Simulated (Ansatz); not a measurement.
Cl2H2OSn···NH3

The calculation's input:

```
crystal:
  periodic: [false, false, false]
  atoms:
    - { symbol: Sn, position_ang: [0.0, 0.0, 0.0] }
    - { symbol: H, position_ang: [0.0, 0.0, 2.09] }
    - { symbol: Cl, position_ang: [2.2726, 0.0, -0.8025] }
    - { symbol: Cl, position_ang: [-1.1351, 1.9666, -0.8025] }
    - { symbol: O, position_ang: [-0.9232, -1.5994, -0.6527] }
    - { symbol: H, position_ang: [-1.3778, -2.065, 0.1197] }
    - { symbol: "N", position_ang: [1.2587, 1.8982, 0.7568] }
    - { symbol: H, position_ang: [2.1152, 1.7577, 1.3652] }
    - { symbol: H, position_ang: [0.958, 2.877, 0.4826] }
    - { symbol: H, position_ang: [0.6034, 0.91, 1.9721] }
basis:
  gaussian: { orbitals: def2-SVP }
hamiltonian:
  xc: pbe
  dispersion: d4
relax:
  f_tol: 0.15
  max_steps: 25
  restrain:
    - { distance: [0, 6], at: 3.3, k: 30.0 }
    - { distance: [9, 1], at: 1.86, k: 30.0 }
    - { distance: [0, 1], at: 1.74, k: 30.0 }
    - { distance: [9, 6], at: 1.06, k: 30.0 }
output:
  orbitals: {}
```

Launched as:

```sh
ansatz run input.yaml --threads 4 --pin off --max-ram 5120MiB --backend cpu --events-out ev --progress --plain --runs-dir out
```

The fields are those of the run's last geometry, not of the input's.

Core potentials replace the inner electrons of Sn; not at a stationary point (largest force 0.9 eV/Å).

All numbers below come from Ansatz, RKS PBE-D4/def2-SVP.

> Predict the electron density and electron localisation function between the atoms.

Sn–O (2.00 Å): the density is about 0.71 e/Å³ at the midpoint; the ELF peaks at about 0.85 in the valence shell of O, 0.6 Å from its nucleus, and drops to about 0.15 between the two atoms.
Sn–Cl (2.37 Å): ρ is about 0.52 e/Å³ halfway; the ELF peaks at about 0.80 in the valence shell of Cl, 0.8 Å from its nucleus, and drops to about 0.15 between the two atoms.
N–H (1.03 Å): ρ at the midpoint is about 2.7 e/Å³; the ELF climbs to about 1 towards the hydrogen, as it does in any bond to H; a covalent bond by its length.

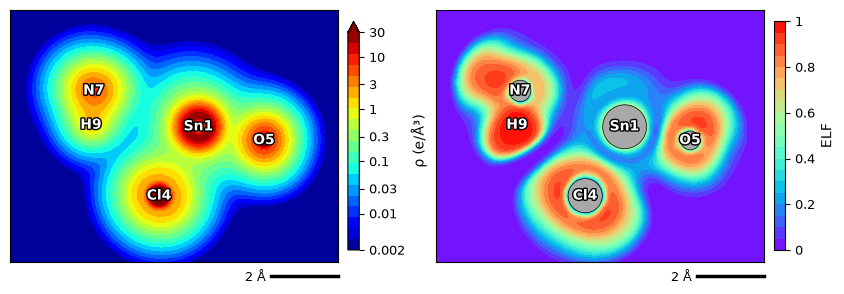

Computed electron density and electron localisation function on the plane of atoms Cl4, Sn1 and O5, in this order. Grey discs cover the atomic cores in the ELF map. 
